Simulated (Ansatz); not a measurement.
BaTiO3 (P4mm): refractive index against wavelength

The refractive index of BaTiO3 (P4mm) along x below the direct gap (2.09 eV on the mesh) is read from one computed spectrum, n = √(Re ε). x, y and z are the Cartesian axes of the input cell.

Symmetry: P4mm, No. 99, tetragonal system. The conventional cell has a = 4.000 Å, b = 4.000 Å, c = 4.018 Å, α = 90.00°, β = 90.00°, γ = 90.00°. Around Ba on site a lie 12 O at 2.79 to 2.88 Å. Around Ti on site b lie 6 O at 1.89 to 2.13 Å. Around O on site c lie 2 Ti at 2.00 Å. O on site b has 2 Ti at 1.89 to 2.13 Å as nearest neighbours.

Method: Ansatz 0.2.0, PBE, independent particles, k-mesh 8×8×8 with interpolation inside its cells, Gaussian parameter 0.15 eV.

Launch of the response step: `ansatz run input.yaml --threads 4 --pin off --max-ram 8192MiB --backend cpu --events-out ev --progress --plain --runs-dir out`. The run took 42 s, on 4 threads of Arm Neoverse V2, on a shared host.

```
wavelength (nm)  photon energy E (eV)       n
           3000                 0.413  2.5941
           2000                 0.620  2.6052
           1550                 0.800  2.6189
           1310                 0.946  2.6333
           1064                 1.165  2.6612
            850                 1.459       ?
```

In the single-oscillator model n² − 1 = E₀E_d/(E₀² − E²), so 1/(n² − 1) = E₀/E_d − E²/(E₀E_d) is linear in E².

Working, on the rows shown:

| x = E² (eV²) | y = 1/(n² − 1) |
| --- | --- |
| 0.170801 | 0.17454 |
| 0.384302 | 0.172799 |
| 0.639837 | 0.170688 |
| 0.895757 | 0.168513 |
| 1.35784 | 0.16442 |

Means: x̄ = 0.68971, ȳ = 0.17019. Σ(x − x̄)(y − ȳ) = -0.00728, Σ(x − x̄)² = 0.8539. Slope = -0.00728 / 0.8539 = -0.008525; intercept = ȳ − slope · x̄ = 0.17607. Turned back into n, the line misses the rows shown by at most 0.00053.

Q: Predict the last column of the withheld row from the fit.

A: At x = 2.1276 the line gives y = 0.15793, that is 2.7077. The run gave 2.7142, so the extrapolation is off by 0.0065, 5 % of the range in the table.

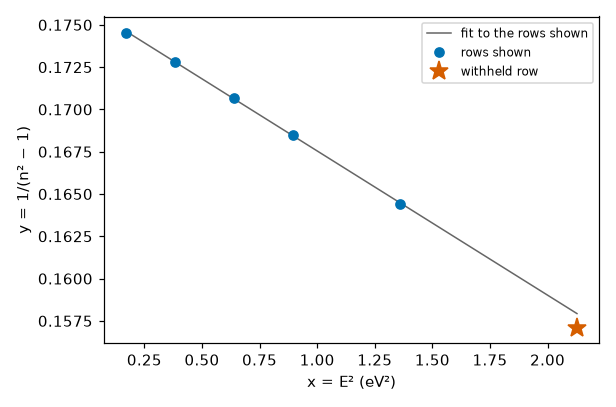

Refitted with all rows, the slope is -0.00893 and the intercept 0.1763. These give E₀ = √(intercept/−slope) = 4.44 eV and E_d = E₀/intercept = 25.2 eV; E₀ is 2.1 times the direct gap. The electronic limit at long wavelengths, without lattice vibrations, is n = √(1 + 1/intercept) = 2.583. The cell comes from an older database entry, whose edges can be off by a per cent or so. Excitons are left out and so are local fields; PBE gaps are as a rule too small. Spin-orbit coupling is left out.

[Logs are printed without paths, hosts, clocks, repeated set-up lines and the standing remarks that a program may print on its own settings, such as how far it seeks lower states.]
